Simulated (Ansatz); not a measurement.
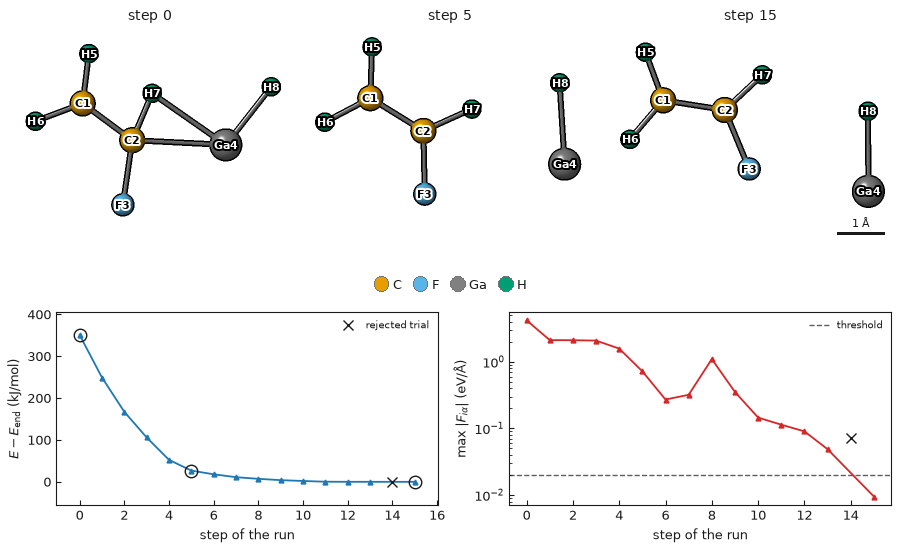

Frames of a relaxation of C2H4FGa, marked on the history of the run. A ball-and-stick model, seen face on.

The run prepares an end point of a later path (hydrogen shift) calculation, from a guessed geometry.

Theory: RKS PBE/def2-SVP in Ansatz 0.2.0.

The input:
```yaml
crystal:
  periodic: [false, false, false]
  atoms:
    - { symbol: C, position_ang: [1.16295, 0.92995, 0.59138] }
    - { symbol: C, position_ang: [0.16253, 0.39127, -0.08093] }
    - { symbol: F, position_ang: [-0.41356, 1.13142, -1.11899] }
    - { symbol: Ga, position_ang: [-1.03539, -1.2002, -0.2957] }
    - { symbol: H, position_ang: [1.62, 0.37617, 1.39441] }
    - { symbol: H, position_ang: [1.55175, 1.91365, 0.37214] }
    - { symbol: H, position_ang: [0.42211, -0.37478, 0.64974] }
    - { symbol: H, position_ang: [-0.9729, -2.51057, 0.58476] }
basis:
  gaussian: { orbitals: def2-SVP }
hamiltonian:
  xc: pbe
relax:
  f_tol: 0.02
  max_steps: 50
```

Launched with:
```bash
ansatz run input.yaml --threads 2 --pin off --max-ram 3072MiB --backend cpu --events-out ev --progress --plain --runs-dir out
```

### Describe the path.

The atom that moves furthest after the best rigid fit is Ga4 (1.35 Å). Largest moves by element: Ga 1.35 Å, F 0.95 Å, H 0.93 Å, C 0.67 Å. Some distances before and after: C2–Ga4 2.003 → 3.530 Å, Ga4–H7 1.923 → 3.371 Å, Ga4–H8 1.580 → 1.717 Å, F3–Ga4 2.550 → 2.594 Å. Bonds break, among them: C2–Ga4 (2.00 → 3.53 Å). Among the angles between lasting bonds that change: F3–C2–H7 165.3° → 110.8°, C1–C2–H7 76.4° → 128.0°, C1–C2–F3 118.3° → 121.2°. The energy falls by 350.9 kJ/mol in 14 accepted moves (15 points after the start). The largest force component goes from 4.2 to 0.0095 eV/Å. The line search rejected the trial step at point 14 of the run. The run took 26 s on 2 threads of Intel(R) Xeon(R) Platinum 8175M CPU @ 2.50GHz (Skylake/Cascade Lake) (shared host), peak memory 0.14 GiB. From step 0 to 5: Ga4 moves most (0.93 Å), energy −324.1 kJ/mol. From step 5 to 15: F and H atoms move most (0.76 Å), energy −26.8 kJ/mol.

```
step  E − E(0), kJ/mol  largest force component, eV/Å      note
   0              0.00                         4.1983          
   1           -101.58                         2.1196          
   2           -183.52                         2.1116          
   3           -244.88                         2.0828          
   4           -298.31                         1.5798          
   5           -324.08                         0.7201          
   6           -332.86                         0.2715          
   7           -339.79                         0.3201          
   8           -343.70                         1.0995          
   9           -346.85                         0.3523          
  10           -348.85                         0.1456          
  11           -350.60                         0.1138          
  12           -350.81                         0.0904          
  13           -350.86                         0.0488          
  14           -350.83                         0.0721  rejected
  15           -350.89                         0.0095
```
